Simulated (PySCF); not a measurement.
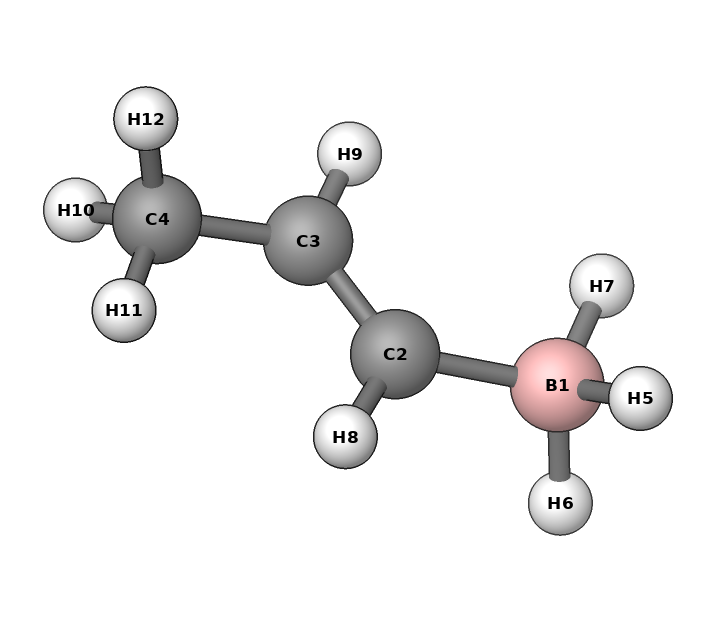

The species has charge −1 and is a spin singlet. The geometry was computed by an optimisation with PBE0-D3(BJ)/def2-SVP. No frequency run is at hand to confirm it as a minimum. Level of theory: B3LYP/pcJ-1 indirect spin-spin coupling, non-relativistic, gas phase (PySCF 2.14.0). Isotopes: 11B, 13C, 1H.

Give the spin–spin coupling constants of these pairs, with the number of bonds between them: B1/C2, B1/H7, B1/H6, B1/H5, B1/H8, B1/C3, B1/H9, B1/C4.

```
  pair  bonds apart  J (Hz)
B1, C2            1    56.9
B1, H7            1    91.1
B1, H6            1    87.6
B1, H5            1    87.6
B1, H8            2     2.1
B1, C3            2     2.1
B1, H9            3     5.2
B1, C4            3     6.3
```
